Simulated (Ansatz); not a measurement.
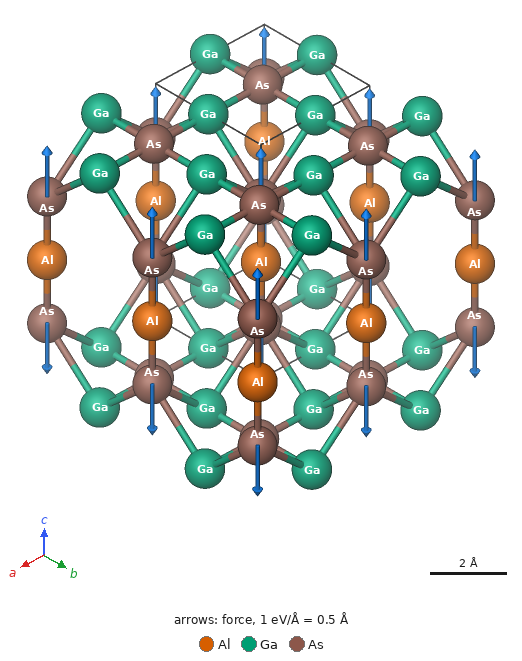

Starting geometry of a crystal of AlGa₂As₃ (a generated structure, set up in P4/mmm) (coarse preliminary run) with the computed forces as blue arrows. A ball-and-stick model of the cell of the calculation, repeated 2 × 2 × 1 with one cell outlined, seen from a free direction.

Computed with Ansatz 0.2.0, DFT PBE, scalar-relativistic, plane waves, PAW. (plane-wave cutoff 420 eV; k-point mesh 4 × 4 × 2; occupations gaussian; smearing width 0.1 eV; no spin polarisation; cell and atoms relaxed; force threshold 0.04 eV/Å; at most 70 steps)

What follows when this structure is relaxed?

It isn't relaxed: the largest force vector, on As atoms, is 3.28 eV/Å. The atoms end up moving mostly along the starting forces (cosine between the two patterns 1.00). Over 8 accepted moves (10 points after the start) the energy falls by 8.902 eV per cell of the calculation. Largest force component: 3.3 eV/Å at the start, 0.026 eV/Å at the end. Pressure: 49.92 GPa at the start and 0.01 GPa at the end. The SCF was repeated twice at an unchanged geometry on a basis and grid sized afresh for the cell, which shifted the energy by 0.309 eV per cell of the calculation at most. The largest moves relative to the cell, 0.25 Å, are those of As atoms. Al and Ga stay in place. The drawn cell changes as follows: a = b 4.013 → 5.018 Å (+25.1 %), c 7.509 → 7.692 Å (+2.4 %); the volume changes by +60.2 %. Some distances before and after: As–As 3.318 → 3.856 Å, As–Ga 2.006 → 2.509 Å, As–As 3.440 → 3.021 Å, Al–As 2.034 → 2.336 Å. Bond angles that change, for instance: As–Ga–As 81.2° → 62.1°, As–Ga–As 98.8° → 117.9°, Ga–As–Ga 98.8° → 117.9°. The space group stays P4/mmm (No. 123).

Limits of the set-up: the k-point mesh is coarse for a cell with partly filled bands.
